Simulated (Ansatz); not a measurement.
# C₃H₉GaGe: how energies converge with the basis set

Aim: see how fast density functionals converge with the basis set for C₃H₉GaGe.

Computed with Ansatz 0.2.0, Gaussian basis. Level: one geometry, several basis sets.

Plan: PBE0-D4/def2-SVP; ωB97M-V/def2-SVP; PBE0-D4/def2-QZVPP; ωB97M-V/def2-QZVPP; the functionals' def2-TZVPP values are taken from earlier runs.

### 1 The relaxed structure

An earlier PBE0-D4 in a triple-zeta def2 set relaxation fixed the geometry.

14 atoms, charge 0, spin multiplicity 1.

Atoms are counted from 1 here; the program's logs count them from 0.

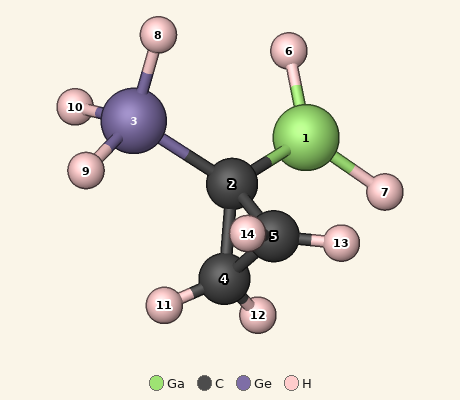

The geometry (gallium green, carbon dark grey, germanium purple, hydrogen pink); atoms are numbered from 1 in the order of the file.

Coordinates:

```
Ga   -1.3844    1.5133   -0.3418
C    -0.0887    0.0907   -0.0301
Ge    0.8940    0.0660    1.6392
C    -0.4165   -1.2626   -0.6469
C     0.6444   -0.4301   -1.2592
H    -1.6606    2.6421    0.7134
H    -2.1480    1.4734   -1.7193
H     1.7245    1.3528    1.8070
H     1.8496   -1.1481    1.6403
H    -0.0644   -0.0544    2.8395
H    -0.1150   -2.1517   -0.1024
H    -1.3524   -1.3762   -1.1844
H     0.4423    0.0322   -2.2199
H     1.6749   -0.7474   -1.1354
```

### 2 PBE0-D4 in def2-SVP

Input file in.yaml:

```yaml
crystal:
  periodic: [false, false, false]
  atoms:
    - {symbol: Ga, position_ang: [-1.384366, 1.513349, -0.341850]}
    - {symbol: C, position_ang: [-0.088714, 0.090715, -0.030092]}
    - {symbol: Ge, position_ang: [0.894040, 0.065993, 1.639240]}
    - {symbol: C, position_ang: [-0.416492, -1.262595, -0.646899]}
    - {symbol: C, position_ang: [0.644440, -0.430126, -1.259155]}
    - {symbol: H, position_ang: [-1.660590, 2.642073, 0.713357]}
    - {symbol: H, position_ang: [-2.148009, 1.473423, -1.719320]}
    - {symbol: H, position_ang: [1.724542, 1.352815, 1.807005]}
    - {symbol: H, position_ang: [1.849583, -1.148067, 1.640297]}
    - {symbol: H, position_ang: [-0.064429, -0.054405, 2.839505]}
    - {symbol: H, position_ang: [-0.114960, -2.151724, -0.102409]}
    - {symbol: H, position_ang: [-1.352353, -1.376210, -1.184368]}
    - {symbol: H, position_ang: [0.442342, 0.032171, -2.219908]}
    - {symbol: H, position_ang: [1.674945, -0.747401, -1.135402]}
basis:
  gaussian: {orbitals: def2-SVP}
hamiltonian: {xc: pbe0, dispersion: d4}
output: {orbitals: {seedname: orbitals}}
```

Started as:

```sh
$ ansatz run in.yaml --threads 2 --pin off --events-out ev --progress --plain --max-ram 32768MiB --backend cpu
```

The runs that follow: ωB97M-V in def2-SVP; PBE0-D4 in def2-QZVPP; ωB97M-V in def2-QZVPP.

**Question.** What will the summary of the whole plan be? Wanted: PBE0-D4: double and triple zeta above quadruple; ωB97M-V: double and triple zeta above quadruple.

As calculated:

```
                                       quantity           value
PBE0-D4: double and triple zeta above quadruple  19.85, 2.59 eV
ωB97M-V: double and triple zeta above quadruple  19.95, 2.52 eV
```

What this shows: PBE0-D4 gains 17.26 eV from double to triple zeta, then 2.59 eV more. Total energies overstate the basis error of differences, where much of it tends to cancel.
